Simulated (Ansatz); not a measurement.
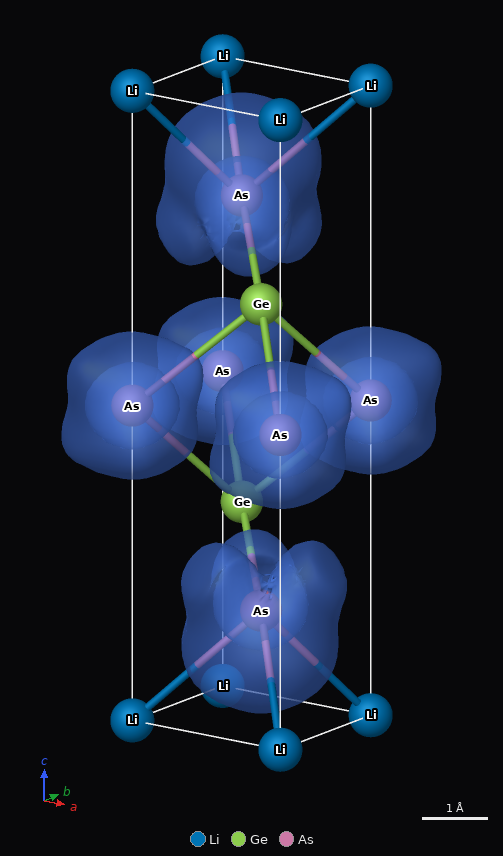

Figure. LiGe$_{2}$As$_{3}$. Isosurface of the electron localisation function at 0.6 (blue), seen slightly off an axis. Only the valence region is drawn (cores and ρ < 0.01 e/Å³ removed). Sticks mark near contacts.

Space group P-3m1; a structure generated by program, which may or may not match a known phase.

All numbers below come from DFT PBE, scalar-relativistic, plane waves, PAW in Ansatz.

In a PAW calculation such maps are meaningful between the atoms, not at the nuclei.

```
Li Ge As
1.0
     3.73976    0.00000    0.00000
    -1.86988    3.23873    0.00000
     0.00000    0.00000    9.90337
Li Ge As
1 2 3
Direct
  0.00000 0.00000 0.00000
  0.33333 0.66667 0.32631
  0.66667 0.33333 0.67369
  0.66667 0.33333 0.18723
  0.00000 0.00000 0.50000
  0.33333 0.66667 0.81277
```

**What do the ELF domains correspond to?**

The ELF exceeds this value in two regions on As in which the atom's valence shell and bonds are merged and one region wrapped around As (its valence shell), counted in one cell of 6 atoms. Any copies at cell faces, edges or corners count once. Along the contacts the grid gives the following. Ge–As (2.56 Å): the ELF peaks at about 0.75 between the atoms. Li–As (2.85 Å): the ELF peaks at about 0.75 in the valence shell of As, 1.2 Å from its nucleus, and is about 0.70 at the midpoint.
